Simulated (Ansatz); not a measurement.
## Ligand exchange: SiH2(CH3)Br + CH7NSi → SiH2(SiH3)Br + C2H7N

Species: SiH2(CH3)Br, singlet; CH7NSi `CN[SiH3]`, singlet; SiH2(SiH3)Br, singlet; C2H7N (dimethylamine) `CNC`, singlet. The partners trade CH3 for SiH3: Si–CH3 and N–SiH3 bonds give way to Si–SiH3 and N–CH3.

Shapes, held fixed at every level: PBE0-D4/def2-TZVP. Programs: Ansatz 0.2.0. The zero-point and thermal change to 298 K, harmonic and unscaled (PBE0-D4/def2-TZVP), is +3.4 kJ/mol.

```csv
level,kind,ΔH(298 K) (kJ/mol),less CCSD(T)/def2-TZVPP
HF/def2-SVP,Hartree–Fock,+115.6,-4.3
BHLYP-D4/def2-TZVPP,global hybrid,+124.4,+4.5
PBE0-D4/def2-TZVPP,global hybrid,+108.4,-11.5
r2SCAN0-D4/def2-TZVPP,global hybrid,+120.5,+0.6
MP2/def2-SVP,perturbation theory,+114.5,-5.4
CCSD/def2-TZVPP,coupled cluster or CI,+121.5,+1.6
CCSD(T)/def2-TZVPP,coupled cluster or CI,+119.9,0.0
```

The highest level, CCSD(T)/def2-TZVPP, gives ΔH(298 K) = +119.9 kJ/mol; the levels span +108.4 to +124.4. The column of differences is taken from that level and isn't an error. No measured value is set beside it here. Relativity is left out for Br unless named. Correlated rows may include outer-core shells of Br, which these sets cover unevenly.

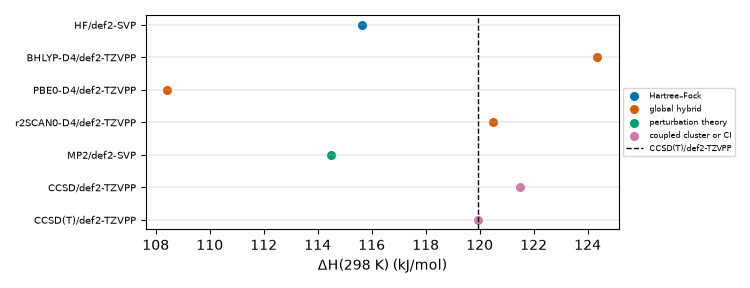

The values of the table, level by level.
